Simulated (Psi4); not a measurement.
C$_{3}$H$_{4}$F$_{2}$: single-point calculation (part 1 of 3)

C$_{3}$H$_{4}$F$_{2}$, computed with DLPNO-MP2/cc-pVDZ, RHF (Psi4 1.11).

A bond length was changed on purpose from its optimised value.

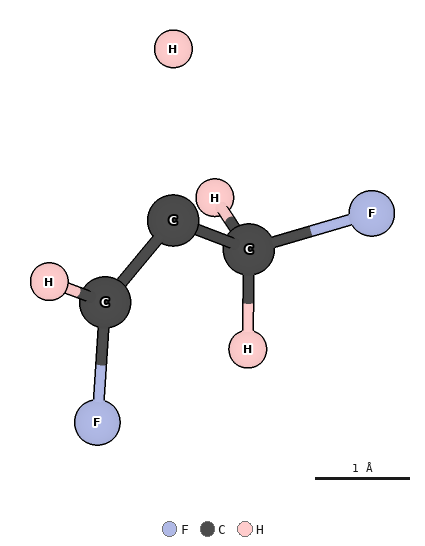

**Figure 1.** The input geometry (ball-and-stick view, seen at a tilt). Sticks are drawn by distance; a stretched bond gets none, so the picture shows separate pieces. Bond lengths as drawn: C–C 1.32 to 1.48 Å, C–F 1.34 to 1.39 Å and C–H 1.08 to 1.09 Å.

Input (job.inp):
```
memory 1600 mb

molecule {
  0 1
  F     -4.51506783     2.29204126    -0.83747938
  C     -2.59794067     0.81805488    -1.56426804
  C     -0.65775886     0.30480526    -0.08177790
  C     -0.33726131     1.26969942     2.53303614
  F      1.96272436     2.50973771     2.74903184
  H     -2.84757350     0.10959656    -3.46930095
  H      1.96985051    -1.89218277    -1.44677432
  H     -0.31779713    -0.28346648     3.89987505
  H     -1.83411337     2.59553127     3.03853788
  units bohr
  symmetry c1
}

set globals {
  basis cc-pVDZ
  puream true
  scf_type df
  num_frozen_docc 5
  pno_convergence normal
}

energy("dlpno-mp2")
```

Command:
```bash
psi4 -n 1 job.inp job.out
```

The program's output:
```
Psi4 1.11 release

   => Loading Basis Set <=

    Name: CC-PVDZ
    Role: ORBITAL
    Keyword: BASIS

         ---------------------------------------------------------
                                   SCF
                              RHF Reference
                        1 Threads,   1525 MiB Core
         ---------------------------------------------------------

  ==> Geometry <==

    Molecular point group: c1
    Full point group: C1

    Geometry (in Bohr), charge = 0, multiplicity = 1:

       Center              X                  Y                   Z               Mass
    ------------   -----------------  -----------------  -----------------  -----------------
         F           -3.301923937320     0.748104405301    -1.465438860829    18.998403162730
         C           -1.384796777320    -0.725881974699    -2.192227520829    12.000000000000
         C            0.555385032680    -1.239131594699    -0.709737380829    12.000000000000
         C            0.875882582680    -0.274237434699     1.905076659171    12.000000000000
         F            3.175868252680     0.965800855301     2.121072359171    18.998403162730
         H           -1.634429607320    -1.434340294699    -4.097260430829     1.007825032230
         H            3.182994402680    -3.436119624699    -2.074733800829     1.007825032230
         H            0.895346762680    -1.827403334699     3.271915569171     1.007825032230
         H           -0.620969477320     1.051594415301     2.410578399171     1.007825032230

  Running in c1 symmetry.

  Rotational constants: A =      0.41898  B =      0.08849  C =      0.07907 [cm^-1]
  Rotational constants: A =  12560.59950  B =   2652.87138  C =   2370.40311 [MHz]
  Nuclear repulsion =  165.679718073180766

  Charge       = 0
  Multiplicity = 1
  Electrons    = 40
  Nalpha       = 20
  Nbeta        = 20

  ==> Algorithm <==

  SCF Algorithm Type is DF.
  DIIS enabled.
  MOM disabled.
  Fractional occupation disabled.
  Guess Type is SAD.
  Energy threshold   = 1.00e-08
  Density threshold  = 1.00e-08
  Integral threshold = 1.00e-12

  ==> Primary Basis <==

  Basis Set: CC-PVDZ
    Blend: CC-PVDZ
    Number of shells: 42
    Number of basis functions: 90
    Number of Cartesian functions: 95
    Spherical Harmonics?: true
    Max angular momentum: 2

   => Loading Basis Set <=

    Name: (CC-PVDZ AUX)
    Role: JKFIT
    Keyword: DF_BASIS_SCF

  ==> Integral Setup <==

  DFHelper Memory: AOs need 0.029 GiB; user supplied 1.118 GiB.
  SCF_SUBTYPE=INCORE selected. In-core MEM_DF algorithm will be used.
  Using in-core AOs.

  ==> MemDFJK: Density-Fitted J/K Matrices <==

    J tasked:                   Yes
    K tasked:                   Yes
    wK tasked:                   No
    Memory [MiB]:              1144
    Algorithm:                 Core
    Schwarz Cutoff:           1E-12
    Mask sparsity (%):       3.3580
    Fitting Condition:        1E-10

   => Auxiliary Basis Set <=

  Basis Set: (CC-PVDZ AUX)
    Blend: CC-PVDZ-JKFIT
    Number of shells: 156
    Number of basis functions: 442
    Number of Cartesian functions: 505
    Spherical Harmonics?: true
    Max angular momentum: 3

  Minimum eigenvalue in the overlap matrix is 2.7163017613E-03.
  Reciprocal condition number of the overlap matrix is 5.6595006726E-04.
    Using symmetric orthogonalization.

  ==> Pre-Iterations <==

  SCF Guess: Superposition of Atomic Densities via on-the-fly atomic UHF (no occupation information).

   -------------------------
    Irrep   Nso     Nmo
   -------------------------
     A         90      90
   -------------------------
    Total      90      90
   -------------------------

  ==> Iterations <==

                           Total Energy        Delta E     RMS |[F,P]|

   @DF-RHF iter SAD:  -313.62828686230148   -3.13628e+02   0.00000e+00
   @DF-RHF iter   1:  -314.53354704803803   -9.05260e-01   4.12874e-03 ADIIS/DIIS
   @DF-RHF iter   2:  -314.61385320427019   -8.03062e-02   2.24145e-03 ADIIS/DIIS
   @DF-RHF iter   3:  -314.63204659667701   -1.81934e-02   4.56642e-04 ADIIS/DIIS
   @DF-RHF iter   4:  -314.63389227790736   -1.84568e-03   1.76261e-04 ADIIS/DIIS
   @DF-RHF iter   5:  -314.63407006571799   -1.77788e-04   5.40032e-05 DIIS
   @DF-RHF iter   6:  -314.63409177793085   -2.17122e-05   1.65714e-05 DIIS
   @DF-RHF iter   7:  -314.63409467461906   -2.89669e-06   5.91123e-06 DIIS
   @DF-RHF iter   8:  -314.63409497694568   -3.02327e-07   1.84146e-06 DIIS
   @DF-RHF iter   9:  -314.63409502559773   -4.86521e-08   5.72624e-07 DIIS
   @DF-RHF iter  10:  -314.63409503112587   -5.52814e-09   2.19878e-07 DIIS
   @DF-RHF iter  11:  -314.63409503207237   -9.46500e-10   8.73723e-08 DIIS
   @DF-RHF iter  12:  -314.63409503224239   -1.70019e-10   3.59044e-08 DIIS
   @DF-RHF iter  13:  -314.63409503226916   -2.67733e-11   1.64135e-08 DIIS
   @DF-RHF iter  14:  -314.63409503227507   -5.91172e-12   6.05660e-09 DIIS
  Energy and wave function converged.

  ==> Post-Iterations <==

    Orbital Energies [Eh]
    ---------------------

    Doubly Occupied:

       1A    -26.333204     2A    -26.278089     3A    -11.354241
       4A    -11.336730     5A    -11.313303     6A     -1.652097
       7A     -1.589602     8A     -1.093986     9A     -0.963620
      10A     -0.816970    11A     -0.746752    12A     -0.721191
      13A     -0.712056    14A     -0.697423    15A     -0.677004
      16A     -0.613889    17A     -0.556342    18A     -0.535536
      19A     -0.416911    20A     -0.399285

    Virtual:

      21A      0.046565    22A      0.152841    23A      0.202558
      24A      0.214426    25A      0.253303    26A      0.331427
      27A      0.341955    28A      0.422047    29A      0.507190
      30A      0.601626    31A      0.611325    32A      0.638458
      33A      0.662612    34A      0.724592    35A      0.761098
      36A      0.783520    37A      0.804169    38A      0.832102
      39A      0.844930    40A      0.892877    41A      0.904621
      42A      0.937083    43A      0.985796    44A      1.147287
      45A      1.171031    46A      1.196283    47A      1.267189
      48A      1.287656    49A      1.388397    50A      1.402113
      51A      1.428150    52A      1.545680    53A      1.564976
      54A      1.594230    55A      1.598262    56A      1.638241
      57A      1.681561    58A      1.689604    59A      1.719049
      60A      1.801650    61A      1.821977    62A      1.888254
      63A      1.918004    64A      1.945531    65A      1.966764
      66A      1.988200    67A      2.020516    68A      2.096357
      69A      2.112785    70A      2.205850    71A      2.215588
      72A      2.234345    73A      2.408845    74A      2.491977
      75A      2.622290    76A      2.657076    77A      2.680029
      78A      2.802330    79A      2.832190    80A      3.018652
      81A      3.970947    82A      3.989480    83A      4.034087
      84A      4.038467    85A      4.180438    86A      4.261325
      87A      4.267494    88A      4.364769    89A      4.486484
      90A      4.544539

    Final Occupation by Irrep:
              A
    DOCC [    20 ]
    NA   [    20 ]
    NB   [    20 ]

  @DF-RHF Final Energy:  -314.63409503227507

   => Energetics <=

    Nuclear Repulsion Energy =            165.6797180731807657
    One-Electron Energy =                -763.0111650687554175
    Two-Electron Energy =                 282.6973519632995817
    Total Energy =                       -314.6340950322750700

Computation Completed

Properties will be evaluated at   0.000000,   0.000000,   0.000000 [a0]

Properties computed using the SCF density matrix

 Multipole Moments:

 ------------------------------------------------------------------------------------
     Multipole            Electronic (a.u.)      Nuclear  (a.u.)        Total (a.u.)
 ------------------------------------------------------------------------------------

 L = 1.  Multiply by 2.5417464519 to convert [e a0] to [Debye]
 Dipole X            :         -1.4646421            0.9672659           -0.4973761
 Dipole Y            :          3.0974231           -3.6566275           -0.5592044
 Dipole Z            :          0.3674372           -0.5701282           -0.2026910
 Magnitude           :                                                    0.7753556

 ------------------------------------------------------------------------------------

	total time  =          1 seconds =       0.02 minutes

  //>>>>>>>>>>>>>>>>>>>>>>>>>>>>>>>>>>>//
  //             DLPNO-MP2             //
  //<<<<<<<<<<<<<<<<<<<<<<<<<<<<<<<<<<<//

   => Loading Basis Set <=

    Name: (CC-PVDZ AUX)
    Role: RIFIT
    Keyword: DF_BASIS_MP2

   --------------------------------------------
                     DLPNO-MP2
   --------------------------------------------

  DLPNO convergence set to NORMAL.

  Detailed DLPNO thresholds and cutoffs:
    T_CUT_DO     = 1.000e-02
    T_CUT_PNO    = 1.000e-08
    T_CUT_DO_IJ  = 1.000e-05
    T_CUT_PRE    = 1.000e-06
    T_CUT_DO_PRE = 3.000e-02
    T_CUT_MKN    = 1.000e-03
    T_CUT_CLMO   = 1.000e-04
    T_CUT_CPAO   = 1.000e-04
    S_CUT        = 1.000e-08
    F_CUT        = 1.000e-05

  ==> Boys Localizer <==

    Convergence =   1.000E-12
    Maxiter     =        1000

    Iteration                   Metric       Residual
    @Boys    0   7.1432335763205344E+01              -
    @Boys    1   1.4957150336149942E+02   1.093891E+00
    @Boys    2   1.6508130564513866E+02   1.036949E-01
    @Boys    3   1.6650626445779471E+02   8.631861E-03
    @Boys    4   1.6654126236350760E+02   2.101897E-04
    @Boys    5   1.6654245374347695E+02   7.153662E-06
    @Boys    6   1.6654267019836584E+02   1.299698E-06
    @Boys    7   1.6654270802738429E+02   2.271431E-07
    @Boys    8   1.6654272429403528E+02   9.767255E-08
    @Boys    9   1.6654274318376875E+02   1.134227E-07
    @Boys   10   1.6654276367095940E+02   1.230146E-07
    @Boys   11   1.6654278048583004E+02   1.009643E-07
    @Boys   12   1.6654279581873482E+02   9.206586E-08
    @Boys   13   1.6654281694224639E+02   1.268353E-07
    @Boys   14   1.6654283847655756E+02   1.293020E-07
    @Boys   15   1.6654285875830746E+02   1.217810E-07
    @Boys   16   1.6654288232548396E+02   1.415082E-07
    @Boys   17   1.6654290706552212E+02   1.485506E-07
    @Boys   18   1.6654292717781033E+02   1.207634E-07
    @Boys   19   1.6654294511870518E+02   1.077253E-07
    @Boys   20   1.6654296937955016E+02   1.456732E-07
    @Boys   21   1.6654298792105584E+02   1.113317E-07
    @Boys   22   1.6654301678034804E+02   1.732843E-07
    @Boys   23   1.6654303836875516E+02   1.296266E-07
    @Boys   24   1.6654306610153790E+02   1.665202E-07
    @Boys   25   1.6654309328703050E+02   1.632340E-07
    @Boys   26   1.6654312635529897E+02   1.985568E-07
    @Boys   27   1.6654315791331032E+02   1.894885E-07
    @Boys   28   1.6654318935248722E+02   1.887750E-07
    @Boys   29   1.6654321990980026E+02   1.834798E-07
    @Boys   30   1.6654325533771703E+02   2.127251E-07
    @Boys   31   1.6654328226836429E+02   1.617036E-07
    @Boys   32   1.6654332261532068E+02   2.422611E-07
    @Boys   33   1.6654336726567760E+02   2.681006E-07
    @Boys   34   1.6654339739440411E+02   1.809062E-07
    @Boys   35   1.6654343980823202E+02   2.546713E-07
    @Boys   36   1.6654349098538447E+02   3.072901E-07
    @Boys   37   1.6654353314831610E+02   2.531647E-07
    @Boys   38   1.6654357307542426E+02   2.397398E-07
    @Boys   39   1.6654362502835815E+02   3.119480E-07
    @Boys   40   1.6654365944221507E+02   2.066357E-07
    @Boys   41   1.6654370730648313E+02   2.873977E-07
    @Boys   42   1.6654374210379186E+02   2.089380E-07
    @Boys   43   1.6654378107950501E+02   2.340269E-07
    @Boys   44   1.6654382541422015E+02   2.662046E-07
    @Boys   45   1.6654388066717209E+02   3.317622E-07
    @Boys   46   1.6654392715110205E+02   2.791092E-07
    @Boys   47   1.6654398250541365E+02   3.323706E-07
    @Boys   48   1.6654404390251906E+02   3.686540E-07
    @Boys   49   1.6654409002315847E+02   2.769276E-07
    @Boys   50   1.6654413306660393E+02   2.584508E-07
    @Boys   51   1.6654417717828949E+02   2.648648E-07
    @Boys   52   1.6654422997106764E+02   3.169896E-07
    @Boys   53   1.6654429076076298E+02   3.650063E-07
    @Boys   54   1.6654434467761098E+02   3.237388E-07
    @Boys   55   1.6654440560097856E+02   3.658087E-07
    @Boys   56   1.6654447310537120E+02   4.053237E-07
    @Boys   57   1.6654453137049572E+02   3.498472E-07
    @Boys   58   1.6654459573629475E+02   3.864780E-07
    @Boys   59   1.6654465094168589E+02   3.314751E-07
    @Boys   60   1.6654471183804154E+02   3.656458E-07
    @Boys   61   1.6654476042263406E+02   2.917210E-07
    @Boys   62   1.6654480609812202E+02   2.742535E-07
    @Boys   63   1.6654486016219937E+02   3.246218E-07
    @Boys   64   1.6654490372203875E+02   2.615502E-07
    @Boys   65   1.6654494677043331E+02   2.584792E-07
    @Boys   66   1.6654499038966372E+02   2.619067E-07
    @Boys   67   1.6654503577215019E+02   2.724939E-07
    @Boys   68   1.6654508141274746E+02   2.740436E-07
    @Boys   69   1.6654512779383072E+02   2.784897E-07
    @Boys   70   1.6654519962857319E+02   4.313230E-07
    @Boys   71   1.6654524486243420E+02   2.716011E-07
    @Boys   72   1.6654531303614942E+02   4.093405E-07
    @Boys   73   1.6654535813920594E+02   2.708155E-07
    @Boys   74   1.6654540697905122E+02   2.932525E-07
    @Boys   75   1.6654545777088981E+02   3.049729E-07
    @Boys   76   1.6654552671931518E+02   4.139916E-07
    @Boys   77   1.6654557701694560E+02   3.020053E-07
    @Boys   78   1.6654564397562828E+02   4.020442E-07
    @Boys   79   1.6654568846094696E+02   2.671059E-07
    @Boys   80   1.6654575236866887E+02   3.837249E-07
    @Boys   81   1.6654579536337428E+02   2.581555E-07
    @Boys   82   1.6654584040962675E+02   2.704737E-07
    @Boys   83   1.6654588001594195E+02   2.378103E-07
    @Boys   84   1.6654593638196627E+02   3.384414E-07
    @Boys   85   1.6654598121235654E+02   2.691773E-07
    @Boys   86   1.6654601931059858E+02   2.287551E-07
    @Boys   87   1.6654605353662157E+02   2.055049E-07
    @Boys   88   1.6654610960766786E+02   3.366699E-07
    @Boys   89   1.6654615310341637E+02   2.611634E-07
    @Boys   90   1.6654620361530851E+02   3.032907E-07
    @Boys   91   1.6654624114079365E+02   2.253158E-07
    @Boys   92   1.6654627372234202E+02   1.956306E-07
    @Boys   93   1.6654630510505208E+02   1.884324E-07
    @Boys   94   1.6654634407425917E+02   2.339842E-07
    @Boys   95   1.6654637465521657E+02   1.836183E-07
    @Boys   96   1.6654642264587193E+02   2.881519E-07
    @Boys   97   1.6654646910678781E+02   2.789668E-07
    @Boys   98   1.6654651453638709E+02   2.727743E-07
    @Boys   99   1.6654654652609375E+02   1.920767E-07
    @Boys  100   1.6654658191531445E+02   2.124885E-07
    @Boys  101   1.6654661090768289E+02   1.740796E-07
    @Boys  102   1.6654664682834948E+02   2.156794E-07
    @Boys  103   1.6654668220429014E+02   2.124086E-07
    @Boys  104   1.6654671183195396E+02   1.778941E-07
    @Boys  105   1.6654674519165073E+02   2.003023E-07
    @Boys  106   1.6654677690311996E+02   1.904058E-07
    @Boys  107   1.6654681275687085E+02   2.152774E-07
    @Boys  108   1.6654684217180045E+02   1.766166E-07
    @Boys  109   1.6654687457375434E+02   1.945516E-07
    @Boys  110   1.6654689593510162E+02   1.282603E-07
    @Boys  111   1.6654692235363180E+02   1.586252E-07
    @Boys  112   1.6654695171509562E+02   1.762954E-07
    @Boys  113   1.6654697487861651E+02   1.390810E-07
    @Boys  114   1.6654699290149409E+02   1.082150E-07
    @Boys  115   1.6654700963723488E+02   1.004866E-07
    @Boys  116   1.6654703355989420E+02   1.436391E-07
    @Boys  117   1.6654705253433769E+02   1.139284E-07
    @Boys  118   1.6654707132026272E+02   1.127965E-07
    @Boys  119   1.6654708602806150E+02   8.831016E-08
    @Boys  120   1.6654710928359742E+02   1.396334E-07
    @Boys  121   1.6654712954948286E+02   1.216826E-07
    @Boys  122   1.6654714824544183E+02   1.122563E-07
    @Boys  123   1.6654716177673933E+02   8.124605E-08
    @Boys  124   1.6654717898977117E+02   1.033523E-07
    @Boys  125   1.6654719856191556E+02   1.175171E-07
    @Boys  126   1.6654721167048936E+02   7.870786E-08
    @Boys  127   1.6654722332738211E+02   6.999152E-08
    @Boys  128   1.6654723977556506E+02   9.875987E-08
    @Boys  129   1.6654725305497155E+02   7.973357E-08
    @Boys  130   1.6654726882343689E+02   9.467863E-08
    @Boys  131   1.6654728131954641E+02   7.503041E-08
    @Boys  132   1.6654729574284403E+02   8.660182E-08
    @Boys  133   1.6654730617138722E+02   6.261611E-08
    @Boys  134   1.6654731722719617E+02   6.638239E-08
    @Boys  135   1.6654733011541052E+02   7.738470E-08
    @Boys  136   1.6654734059895173E+02   6.294632E-08
    @Boys  137   1.6654735144092641E+02   6.509846E-08
    @Boys  138   1.6654736036712580E+02   5.359556E-08
    @Boys  139   1.6654736987342102E+02   5.707863E-08
    @Boys  140   1.6654738058251473E+02   6.430059E-08
    @Boys  141   1.6654739054135143E+02   5.979582E-08
    @Boys  142   1.6654739959964098E+02   5.438866E-08
    @Boys  143   1.6654740846376379E+02   5.322282E-08
    @Boys  144   1.6654741804918365E+02   5.755370E-08
    @Boys  145   1.6654742860640215E+02   6.338867E-08
    @Boys  146   1.6654743760887413E+02   5.405350E-08
    @Boys  147   1.6654744625931090E+02   5.193978E-08
    @Boys  148   1.6654745428685175E+02   4.819972E-08
    @Boys  149   1.6654746313695588E+02   5.313863E-08
    @Boys  150   1.6654747134196191E+02   4.926527E-08
    @Boys  151   1.6654747891641682E+02   4.547925E-08
    @Boys  152   1.6654748644499824E+02   4.520381E-08
    @Boys  153   1.6654749536784954E+02   5.357542E-08
    @Boys  154   1.6654750375162772E+02   5.033866E-08
    @Boys  155   1.6654751224032677E+02   5.096864E-08
    @Boys  156   1.6654752128163787E+02   5.428668E-08
    @Boys  157   1.6654752795058667E+02   4.004232E-08
    @Boys  158   1.6654753537371343E+02   4.457062E-08
    @Boys  159   1.6654754166926449E+02   3.780033E-08
    @Boys  160   1.6654754827849882E+02   3.968377E-08
    @Boys  161   1.6654755610423834E+02   4.698802E-08
    @Boys  162   1.6654756348216870E+02   4.429924E-08
    @Boys  163   1.6654756956956672E+02   3.655051E-08
    @Boys  164   1.6654757672507080E+02   4.296373E-08
    @Boys  165   1.6654758324711446E+02   3.916024E-08
    @Boys  166   1.6654759039129806E+02   4.289575E-08
    @Boys  167   1.6654759571309330E+02   3.195360E-08
    @Boys  168   1.6654760335369832E+02   4.587641E-08
    @Boys  169   1.6654760930579005E+02   3.573808E-08
    @Boys  170   1.6654761609969427E+02   4.079257E-08
    @Boys  171   1.6654762220604493E+02   3.666429E-08
    @Boys  172   1.6654762753203215E+02   3.197876E-08
```
